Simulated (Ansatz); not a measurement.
## Run report: Al$_{2}$H$_{4}$O, molecular dynamics

System: Al$_{2}$H$_{4}$O, SMILES [AlH2][O][AlH2].
Method: RKS BLYP-d4/def2-SVP (Ansatz 0.2.0).

The geometry comes from this level: PBE0-D4/def2-TZVP.

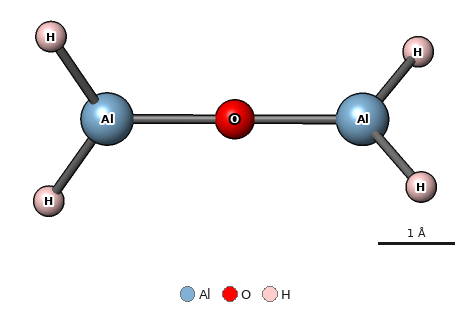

Fig. 1: The starting structure (ball-and-stick view, seen on its broad side). Sticks mark near contacts.

Input:
```yaml
crystal:
  periodic: [false, false, false]
  atoms:
    - {symbol: Al, position_ang: [-1.433725, 0.281979, -0.819936]}
    - {symbol: O, position_ang: [0.009263, -0.005481, -0.005915]}
    - {symbol: Al, position_ang: [1.451362, -0.300315, 0.807043]}
    - {symbol: H, position_ang: [-1.371799, 0.981867, -2.237497]}
    - {symbol: H, position_ang: [-2.787314, -0.160937, -0.130883]}
    - {symbol: H, position_ang: [1.995163, 0.804389, 1.800544]}
    - {symbol: H, position_ang: [2.198351, -1.669400, 0.540945]}
basis:
  gaussian: {orbitals: def2-SVP}
hamiltonian: {xc: {name: BLYP}, dispersion: d4}
md: {timestep: 1 fs, n_steps: 20, ensemble: nvt_nose_hoover, temperature: 1000, initial_velocities: maxwell_boltzmann, seed: 261}
```

Run as:
```bash
ansatz run in.yaml --threads 2 --pin off --events-out ev --progress --plain --max-ram 4352MiB
```

What the program printed:
```
Functional definition: BLYP
  name "BLYP"
  cite "Becke, Phys. Rev. A 38, 3098 (1988) doi:10.1103/PhysRevA.38.3098"
  cite "Lee, Yang & Parr, Phys. Rev. B 37, 785 (1988) doi:10.1103/PhysRevB.37.785"
  parameter beta = 0.0042
  parameter a = 0.04918
  parameter b = 0.132
  parameter c = 0.2533
  parameter d = 0.349
  exchange = b88_x(beta = beta)
  correlation = lyp_c(a = a, b = b, c = c, d = d)
761 factors; their error is unknown
mean field evaluation 1: about -15292.2996 eV, gradient 7.0e1 eV
mean field evaluation 2: about -15193.2543 eV, gradient 1.8e2 eV
mean field evaluation 4: about -15301.6910 eV, gradient 6.7e0 eV
mean field evaluation 8: about -15301.8989 eV, gradient 5.7e-2 eV
mean field -15301.86140211 eV, -562.3330345535 hartree, gradient 4.8e-5 eV, S^2 0.000000; 0 other end points of the search recorded, 0 dependent functions left out
the calculation of the forces begins
reference -15301.86177204 eV, -562.3330481479 hartree; 19, 19 occupied and 51, 51 virtual orbitals, 761 factors
md step     0: t =     0.00 fs  T =  1000.0 K  F+E_penalty+E_count = -15302.09443464 eV  E_kin = 0.646300 eV  conserved = -15301.44813464 eV  (22 SCF iters)
these checks for a lower state are left out or cut short: starts, cluster_reference, orbital_swaps, neighbouring_geometries, increment
761 factors; their error is unknown
mean field evaluation 16: about -15301.8126 eV, gradient 2.5e0 eV
mean field -15301.78962027 eV, -562.3303966195 hartree, gradient 1.9e-5 eV, S^2 0.000000; 0 other end points of the search recorded, 0 dependent functions left out
[... from here on the field's lines of each further geometry are left out, up to the last ...]
md step     1: t =     1.00 fs  T =   892.6 K  F+E_penalty+E_count = -15302.02387272 eV  E_kin = 0.576873 eV  conserved = -15301.44700116 eV  (24 SCF iters, 5 dispersion substeps)
md step     2: t =     2.00 fs  T =   638.7 K  F+E_penalty+E_count = -15301.85350952 eV  E_kin = 0.412779 eV  conserved = -15301.44074492 eV  (26 SCF iters, 5 dispersion substeps)
md step     3: t =     3.00 fs  T =   387.7 K  F+E_penalty+E_count = -15301.68357832 eV  E_kin = 0.250573 eV  conserved = -15301.43305132 eV  (25 SCF iters, 5 dispersion substeps)
md step     4: t =     4.00 fs  T =   307.7 K  F+E_penalty+E_count = -15301.62976213 eV  E_kin = 0.198892 eV  conserved = -15301.43096376 eV  (25 SCF iters, 5 dispersion substeps)
md step     5: t =     5.00 fs  T =   444.0 K  F+E_penalty+E_count = -15301.72312749 eV  E_kin = 0.286958 eV  conserved = -15301.43634988 eV  (25 SCF iters, 5 dispersion substeps)
md step     6: t =     6.00 fs  T =   682.7 K  F+E_penalty+E_count = -15301.88421217 eV  E_kin = 0.441234 eV  conserved = -15301.44332835 eV  (26 SCF iters, 5 dispersion substeps)
md step     7: t =     7.00 fs  T =   864.1 K  F+E_penalty+E_count = -15302.00430846 eV  E_kin = 0.558468 eV  conserved = -15301.44645384 eV  (26 SCF iters, 5 dispersion substeps)
md step     8: t =     8.00 fs  T =   901.0 K  F+E_penalty+E_count = -15302.02683664 eV  E_kin = 0.582286 eV  conserved = -15301.44548123 eV  (26 SCF iters, 5 dispersion substeps)
md step     9: t =     9.00 fs  T =   799.0 K  F+E_penalty+E_count = -15301.95786254 eV  E_kin = 0.516407 eV  conserved = -15301.44270441 eV  (26 SCF iters, 5 dispersion substeps)
md step    10: t =    10.00 fs  T =   614.8 K  F+E_penalty+E_count = -15301.83567955 eV  E_kin = 0.397375 eV  conserved = -15301.43983795 eV  (26 SCF iters, 5 dispersion substeps)
md step    11: t =    11.00 fs  T =   415.5 K  F+E_penalty+E_count = -15301.70414217 eV  E_kin = 0.268523 eV  conserved = -15301.43738421 eV  (27 SCF iters, 5 dispersion substeps)
md step    12: t =    12.00 fs  T =   261.1 K  F+E_penalty+E_count = -15301.60214702 eV  E_kin = 0.168741 eV  conserved = -15301.43534793 eV  (27 SCF iters, 5 dispersion substeps)
md step    13: t =    13.00 fs  T =   200.2 K  F+E_penalty+E_count = -15301.56138612 eV  E_kin = 0.129383 eV  conserved = -15301.43408861 eV  (27 SCF iters, 5 dispersion substeps)
md step    14: t =    14.00 fs  T =   261.0 K  F+E_penalty+E_count = -15301.60091525 eV  E_kin = 0.168716 eV  conserved = -15301.43445214 eV  (27 SCF iters, 5 dispersion substeps)
md step    15: t =    15.00 fs  T =   434.4 K  F+E_penalty+E_count = -15301.71517734 eV  E_kin = 0.280778 eV  conserved = -15301.43693934 eV  (27 SCF iters, 5 dispersion substeps)
md step    16: t =    16.00 fs  T =   662.7 K  F+E_penalty+E_count = -15301.86627060 eV  E_kin = 0.428296 eV  conserved = -15301.44100647 eV  (26 SCF iters, 5 dispersion substeps)
md step    17: t =    17.00 fs  T =   851.9 K  F+E_penalty+E_count = -15301.99213995 eV  E_kin = 0.550611 eV  conserved = -15301.44527330 eV  (25 SCF iters, 5 dispersion substeps)
md step    18: t =    18.00 fs  T =   907.0 K  F+E_penalty+E_count = -15302.02944822 eV  E_kin = 0.586222 eV  conserved = -15301.44781736 eV  (26 SCF iters, 5 dispersion substeps)
md step    19: t =    19.00 fs  T =   780.3 K  F+E_penalty+E_count = -15301.94522100 eV  E_kin = 0.504312 eV  conserved = -15301.44632562 eV  (26 SCF iters, 5 dispersion substeps)
the calculation of the forces begins
reference -15301.54088104 eV, -562.3212556215 hartree; 19, 19 occupied and 51, 51 virtual orbitals, 761 factors
761 factors; their error is unknown
mean field evaluation 192: about -15301.5405 eV, gradient 3.4e-5 eV
mean field -15301.54051186 eV, -562.3212420540 hartree, gradient 2.1e-5 eV, S^2 0.000000; 1 other end points of the search recorded, 0 dependent functions left out
the calculation of the forces begins
reference -15301.54088104 eV, -562.3212556215 hartree; 19, 19 occupied and 51, 51 virtual orbitals, 761 factors
md step    20: t =    20.00 fs  T =   521.1 K  F+E_penalty+E_count = -15301.77064426 eV  E_kin = 0.336801 eV  conserved = -15301.43991649 eV  (25 SCF iters, 5 dispersion substeps)
```

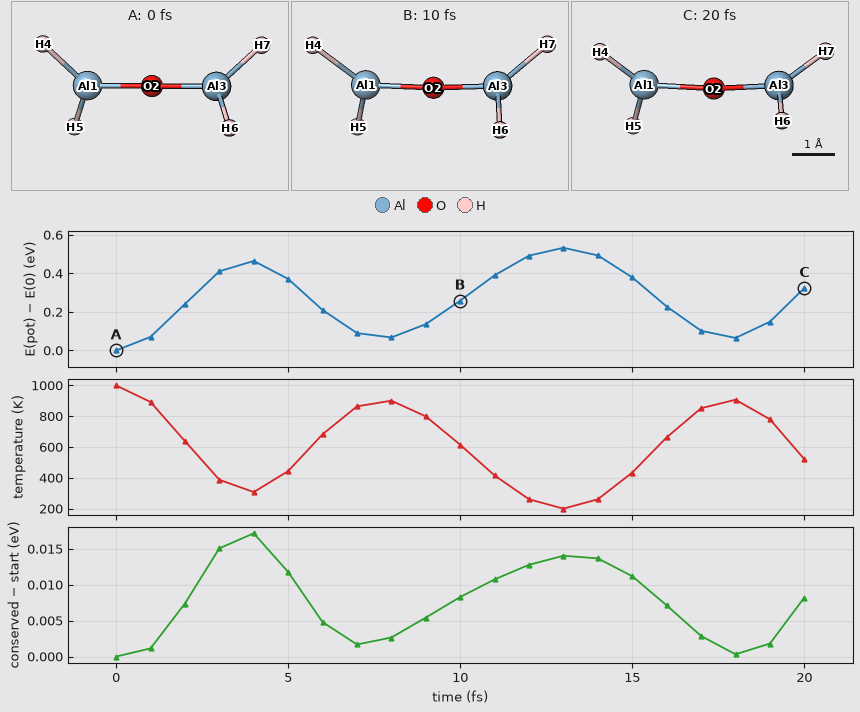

Fig. 2: Frames of the molecular dynamics (ball-and-stick, seen at a tilt) above the curves, on which the letters mark them. The trajectory kept here has 21 frames over 20 fs. The temperature starts at 1000 K, ranges from 200 to 1000 K and averages 537 K over the second half. The potential energy ends 0.324 eV above its first value. The conserved quantity stays within 0.017 eV. After an unweighted best fit of the last frame on the first, the root-mean-square displacement is 0.16 Å.

```
Total energy: -15301.77101345 eV, -562.3297128315 hartree
Atom 0 at    -1.467589     0.327371    -0.879599 Å, force    -0.313765    -1.698766     2.769332 eV/Å
Atom 1 at    -0.063063    -0.110382     0.070336 Å, force     0.581588     0.138963    -0.320782 eV/Å
Atom 2 at     1.530967    -0.293480     0.820743 Å, force    -2.301134     0.523101    -0.935032 eV/Å
Atom 3 at    -1.455908     1.131620    -2.113790 Å, force     0.212429     1.004780    -1.586329 eV/Å
Atom 4 at    -2.860380    -0.248829    -0.170723 Å, force     0.569431     0.323086    -0.470648 eV/Å
Atom 5 at     2.002935     0.923403     1.563844 Å, force     0.528762     1.064194     0.707334 eV/Å
Atom 6 at     2.271360    -1.583274     0.713830 Å, force     0.722689    -1.355358    -0.163874 eV/Å
Dipole moment:     0.158833     0.036803    -0.104996 e Å
```

Trajectory as extended XYZ (Å, eV, eV/Å), 21 frames, from step=0 to step=20:
```
7
Properties=species:S:1:pos:R:3:forces:R:3 step=0 time_fs=0.0 energy=-15302.09444 temperature=1000.0
Al   -1.4337    0.2820   -0.8199   -0.8724   0.1741  -0.4920
O     0.0093   -0.0055   -0.0059    0.0004   0.0035   0.0005
Al    1.4514   -0.3003    0.8070    0.8720  -0.1779   0.4914
H    -1.3718    0.9819   -2.2375    0.0079   0.0514  -0.1012
H    -2.7873   -0.1609   -0.1309   -0.0959  -0.0333   0.0519
H     1.9952    0.8044    1.8005    0.0365   0.0818   0.0700
H     2.1984   -1.6694    0.5409    0.0515  -0.0997  -0.0205
7
Properties=species:S:1:pos:R:3:forces:R:3 step=1 time_fs=1.0 energy=-15302.02387 temperature=892.6
Al   -1.4334    0.2857   -0.8261   -1.1425  -0.3931   0.6370
O     0.0073   -0.0112    0.0009   -0.1493   0.0294  -0.1449
Al    1.4556   -0.3007    0.8073    0.2754   0.0342   0.2271
H    -1.3882    0.9702   -2.1858    0.0522   0.4408  -0.8829
H    -2.8103   -0.1767   -0.1077    0.2789   0.0995  -0.1683
H     1.9657    0.7950    1.7607    0.2801   0.5117   0.4665
H     2.1757   -1.6304    0.5544    0.4052  -0.7225  -0.1345
7
Properties=species:S:1:pos:R:3:forces:R:3 step=2 time_fs=2.0 energy=-15301.85351 temperature=638.7
Al   -1.4335    0.2892   -0.8319   -1.3077  -0.9600   1.7445
O     0.0052   -0.0169    0.0077   -0.2905   0.0534  -0.2890
Al    1.4600   -0.3011    0.8076   -0.3071   0.2549  -0.0230
H    -1.4041    0.9628   -2.1425    0.0823   0.8529  -1.6790
H    -2.8305   -0.1915   -0.0861    0.5633   0.2069  -0.3488
H     1.9389    0.7904    1.7254    0.5041   0.9358   0.8363
H     2.1570   -1.5984    0.5666    0.7557  -1.3440  -0.2410
7
Properties=species:S:1:pos:R:3:forces:R:3 step=3 time_fs=3.0 energy=-15301.68358 temperature=387.7
Al   -1.4340    0.2924   -0.8372   -1.3686  -1.3916   2.5677
O     0.0029   -0.0225    0.0142   -0.4114   0.0737  -0.4231
Al    1.4643   -0.3013    0.8079   -0.7340   0.4286  -0.1964
H    -1.4192    0.9635   -2.1153    0.0942   1.1583  -2.2385
H    -2.8454   -0.2043   -0.0678    0.7534   0.2852  -0.4836
H     1.9170    0.7948    1.6981    0.6580   1.2335   1.0815
H     2.1454   -1.5792    0.5765    1.0086  -1.7877  -0.3076
7
Properties=species:S:1:pos:R:3:forces:R:3 step=4 time_fs=4.0 energy=-15301.62976 temperature=307.7
Al   -1.4351    0.2951   -0.8416   -1.3473  -1.5507   2.8611
O     0.0004   -0.0281    0.0206   -0.5013   0.0888  -0.5385
Al    1.4683   -0.3015    0.8082   -0.8847   0.4987  -0.2450
H    -1.4334    0.9753   -2.1095    0.0948   1.2208  -2.3204
H    -2.8531   -0.2144   -0.0542    0.8576   0.3353  -0.5737
H     1.9013    0.8111    1.6811    0.7053   1.2920   1.1236
H     2.1436   -1.5771    0.5834    1.0756  -1.8848  -0.3071
7
Properties=species:S:1:pos:R:3:forces:R:3 step=5 time_fs=5.0 energy=-15301.72313 temperature=444.0
Al   -1.4366    0.2972   -0.8449   -1.2706  -1.4001   2.5841
O    -0.0024   -0.0336    0.0266   -0.5529   0.0980  -0.6284
Al    1.4720   -0.3014    0.8084   -0.7413   0.4524  -0.1649
H    -1.4467    0.9988   -2.1260    0.0980   1.0029  -1.8861
H    -2.8525   -0.2213   -0.0461    0.8851   0.3591  -0.6216
H     1.8924    0.8397    1.6749    0.6466   1.0780   0.9550
H     2.1520   -1.5931    0.5874    0.9350  -1.5902  -0.2382
7
Properties=species:S:1:pos:R:3:forces:R:3 step=6 time_fs=6.0 energy=-15301.88421 temperature=682.7
Al   -1.4386    0.2989   -0.8473   -1.1512  -1.0340   1.9351
O    -0.0055   -0.0391    0.0322   -0.5639   0.1019  -0.6895
Al    1.4754   -0.3012    0.8085   -0.4022   0.3330   0.0007
H    -1.4590    1.0319   -2.1605    0.1118   0.5995  -1.1357
H    -2.8435   -0.2247   -0.0439    0.8395   0.3568  -0.6277
H     1.8897    0.8786    1.6778    0.5180   0.6621   0.6447
H     2.1694   -1.6243    0.5891    0.6480  -1.0193  -0.1276
7
Properties=species:S:1:pos:R:3:forces:R:3 step=7 time_fs=7.0 energy=-15302.00431 temperature=864.1
Al   -1.4410    0.3001   -0.8490   -0.9818  -0.5933   1.1786
O    -0.0090   -0.0446    0.0374   -0.5365   0.1015  -0.7224
Al    1.4787   -0.3009    0.8086   -0.0105   0.2027   0.1901
H    -1.4703    1.0708   -2.2059    0.1340   0.1543  -0.3372
H    -2.8265   -0.2247   -0.0477    0.7171   0.3263  -0.5891
H     1.8920    0.9238    1.6868    0.3660   0.1681   0.2908
H     2.1930   -1.6652    0.5896    0.3115  -0.3596  -0.0110
7
Properties=species:S:1:pos:R:3:forces:R:3 step=8 time_fs=8.0 energy=-15302.02684 temperature=901.0
Al   -1.4437    0.3012   -0.8503   -0.7447  -0.1756   0.4857
O    -0.0128   -0.0499    0.0422   -0.4762   0.0982  -0.7307
Al    1.4819   -0.3005    0.8087    0.3249   0.1027   0.3540
H    -1.4803    1.1111   -2.2545    0.1577  -0.2316   0.3345
H    -2.8025   -0.2216   -0.0572    0.5103   0.2634  -0.5003
H     1.8977    0.9707    1.6987    0.2252  -0.2963  -0.0300
H     2.2196   -1.7097    0.5900    0.0029   0.2392   0.0869
7
Properties=species:S:1:pos:R:3:forces:R:3 step=9 time_fs=9.0 energy=-15301.95786 temperature=799.0
Al   -1.4468    0.3022   -0.8514   -0.4262   0.1847  -0.0898
O    -0.0169   -0.0552    0.0465   -0.3896   0.0934  -0.7194
Al    1.4853   -0.3000    0.8090    0.5539   0.0437   0.4674
H    -1.4889    1.1493   -2.2999    0.1777  -0.5204   0.8231
H    -2.7737   -0.2160   -0.0715    0.2134   0.1644  -0.3570
H     1.9056    1.0148    1.7103    0.1119  -0.6715  -0.2807
H     2.2462   -1.7518    0.5912   -0.2411   0.7057   0.1565
7
Properties=species:S:1:pos:R:3:forces:R:3 step=10 time_fs=10.0 energy=-15301.83568 temperature=614.8
Al   -1.4499    0.3033   -0.8525   -0.0274   0.4887  -0.5557
O    -0.0213   -0.0605    0.0504   -0.2840   0.0881  -0.6938
Al    1.4889   -0.2996    0.8095    0.6701   0.0196   0.5252
H    -1.4957    1.1825   -2.3375    0.1922  -0.7145   1.1409
H    -2.7428   -0.2088   -0.0891   -0.1674   0.0298  -0.1618
H     1.9146    1.0525    1.7192    0.0297  -0.9393  -0.4535
H     2.2705   -1.7872    0.5939   -0.4133   1.0276   0.1987
7
Properties=species:S:1:pos:R:3:forces:R:3 step=11 time_fs=11.0 energy=-15301.70414 temperature=415.5
Al   -1.4531    0.3045   -0.8539    0.4234   0.7419  -0.9270
O    -0.0258   -0.0657    0.0539   -0.1666   0.0833  -0.6584
Al    1.4928   -0.2991    0.8101    0.6869   0.0192   0.5326
H    -1.5006    1.2088   -2.3642    0.2016  -0.8303   1.3225
H    -2.7136   -0.2013   -0.1084   -0.6001  -0.1300   0.0679
H     1.9239    1.0811    1.7238   -0.0239  -1.1049  -0.5560
H     2.2909   -1.8128    0.5985   -0.5212   1.2208   0.2184
7
Properties=species:S:1:pos:R:3:forces:R:3 step=12 time_fs=12.0 energy=-15301.60215 temperature=261.1
Al   -1.4561    0.3060   -0.8556    0.8627   0.9362  -1.1966
O    -0.0304   -0.0709    0.0570   -0.0447   0.0796  -0.6173
Al    1.4968   -0.2986    0.8110    0.6241   0.0324   0.4989
H    -1.5037    1.2272   -2.3782    0.2073  -0.8866   1.4034
H    -2.6900   -0.1951   -0.1270   -1.0165  -0.2890   0.2924
H     1.9329    1.0992    1.7230   -0.0546  -1.1851  -0.6022
H     2.3063   -1.8267    0.6052   -0.5782   1.3125   0.2214
7
Properties=species:S:1:pos:R:3:forces:R:3 step=13 time_fs=13.0 energy=-15301.56139 temperature=200.2
Al   -1.4588    0.3079   -0.8577    1.1974   1.0452  -1.3301
O    -0.0350   -0.0760    0.0597    0.0750   0.0778  -0.5739
Al    1.5011   -0.2981    0.8120    0.4997   0.0520   0.4325
H    -1.5047    1.2371   -2.3787    0.2105  -0.8973   1.4090
H    -2.6762   -0.1916   -0.1428   -1.3189  -0.4080   0.4550
H     1.9414    1.1060    1.7165   -0.0673  -1.1962  -0.6048
H     2.3161   -1.8280    0.6141   -0.5963   1.3265   0.2121
7
Properties=species:S:1:pos:R:3:forces:R:3 step=14 time_fs=14.0 energy=-15301.60092 temperature=261.0
Al   -1.4611    0.3101   -0.8603    1.3382   1.0323  -1.2800
O    -0.0396   -0.0810    0.0620    0.1870   0.0785  -0.5310
Al    1.5056   -0.2976    0.8132    0.3207   0.0749   0.3374
H    -1.5038    1.2384   -2.3658    0.2121  -0.8644   1.3446
H    -2.6750   -0.1920   -0.1542   -1.4165  -0.4487   0.5041
H     1.9493    1.1013    1.7042   -0.0630  -1.1411  -0.5674
H     2.3202   -1.8166    0.6249   -0.5784   1.2685   0.1923
7
Properties=species:S:1:pos:R:3:forces:R:3 step=15 time_fs=15.0 energy=-15301.71518 temperature=434.4
Al   -1.4629    0.3127   -0.8633    1.2504   0.8701  -1.0133
O    -0.0441   -0.0861    0.0641    0.2867   0.0821  -0.4907
Al    1.5102   -0.2971    0.8145    0.0804   0.1028   0.2106
H    -1.5008    1.2315   -2.3399    0.2119  -0.7758   1.1922
H    -2.6873   -0.1967   -0.1609   -1.2760  -0.3953   0.4236
H     1.9566    1.0856    1.6864   -0.0375  -1.0064  -0.4831
H     2.3188   -1.7930    0.6377   -0.5159   1.1224   0.1606
7
Properties=species:S:1:pos:R:3:forces:R:3 step=16 time_fs=16.0 energy=-15301.86627 temperature=662.7
Al   -1.4643    0.3156   -0.8667    0.9773   0.5554  -0.5304
O    -0.0484   -0.0910    0.0658    0.3718   0.0889  -0.4541
Al    1.5149   -0.2965    0.8159   -0.2375   0.1413   0.0460
H    -1.4958    1.2171   -2.3026    0.2095  -0.6103   0.9201
H    -2.7119   -0.2053   -0.1635   -0.9437  -0.2649   0.2443
H     1.9635    1.0603    1.6639    0.0165  -0.7712  -0.3409
H     2.3125   -1.7586    0.6519   -0.3939   0.8608   0.1150
7
Properties=species:S:1:pos:R:3:forces:R:3 step=17 time_fs=17.0 energy=-15301.99214 temperature=851.9
Al   -1.4653    0.3187   -0.8703    0.6121   0.1041   0.1438
O    -0.0525   -0.0960    0.0673    0.4418   0.0989  -0.4209
Al    1.5194   -0.2959    0.8173   -0.6493   0.1986  -0.1617
H    -1.4887    1.1968   -2.2565    0.2053  -0.3449   0.4947
H    -2.7456   -0.2163   -0.1637   -0.5156  -0.0961   0.0235
H     1.9706    1.0276    1.6382    0.1050  -0.4214  -0.1341
H     2.3023   -1.7160    0.6673   -0.1993   0.4608   0.0546
7
Properties=species:S:1:pos:R:3:forces:R:3 step=18 time_fs=18.0 energy=-15302.02945 temperature=907.0
Al   -1.4661    0.3218   -0.8739    0.2454  -0.4593   0.9747
O    -0.0563   -0.1008    0.0686    0.4979   0.1114  -0.3895
Al    1.5238   -0.2952    0.8186   -1.1596   0.2834  -0.4103
H    -1.4797    1.1732   -2.2056    0.2013   0.0352  -0.1027
H    -2.7842   -0.2283   -0.1637   -0.0861   0.0723  -0.1864
H     1.9787    0.9909    1.6112    0.2296   0.0381   0.1324
H     2.2903   -1.6690    0.6832    0.0715  -0.0811  -0.0181
7
Properties=species:S:1:pos:R:3:forces:R:3 step=19 time_fs=19.0 energy=-15301.94522 temperature=780.3
Al   -1.4668    0.3248   -0.8771   -0.0688  -1.0918   1.8982
O    -0.0599   -0.1056    0.0696    0.5433   0.1252  -0.3573
Al    1.5277   -0.2944    0.8198   -1.7397   0.3974  -0.6822
H    -1.4688    1.1500   -2.1557    0.2019   0.5129  -0.8407
H    -2.8236   -0.2396   -0.1655    0.2838   0.2155  -0.3544
H     1.9890    0.9544    1.5855    0.3807   0.5651   0.4320
H     2.2789   -1.6227    0.6990    0.3989  -0.7243  -0.0955
7
Properties=species:S:1:pos:R:3:forces:R:3 step=20 time_fs=20.0 energy=-15301.77064 temperature=521.1
Al   -1.4676    0.3274   -0.8796   -0.3138  -1.6988   2.7693
O    -0.0631   -0.1104    0.0703    0.5816   0.1390  -0.3208
Al    1.5310   -0.2935    0.8207   -2.3011   0.5231  -0.9350
H    -1.4559    1.1316   -2.1138    0.2124   1.0048  -1.5863
H    -2.8604   -0.2488   -0.1707    0.5694   0.3231  -0.4706
H     2.0029    0.9234    1.5638    0.5288   1.0642   0.7073
H     2.2714   -1.5833    0.7138    0.7227  -1.3554  -0.1639
```

Summary:

```tsv
quantity	value
outcome	finished
mean temperature over the second half	537 K
trajectory	20 steps, 20 fs
ensemble	nvt_nose_hoover
temperature in the input	1000 K
time step	1 fs
potential energy (last step)	−15301.7710 eV
mean-field energy (last step)	−15301.5409 eV
dispersion energy (last step)	−0.2301 eV
SCF solution under orbital rotations (last step)	stable
largest force (length of the vector) (last step)	3.264 eV/Å
dipole moment (last step)	0.93 D
hardware	2 threads of Arm Neoverse V1, 23 GiB of memory available, shared host
wall time	20 s (CPU time 38 s)
peak memory	0.34 GiB
```

So short a trajectory is not equilibrated. The temperature stays far from the 1000 K of the thermostat over the second half: the run isn't equilibrated.
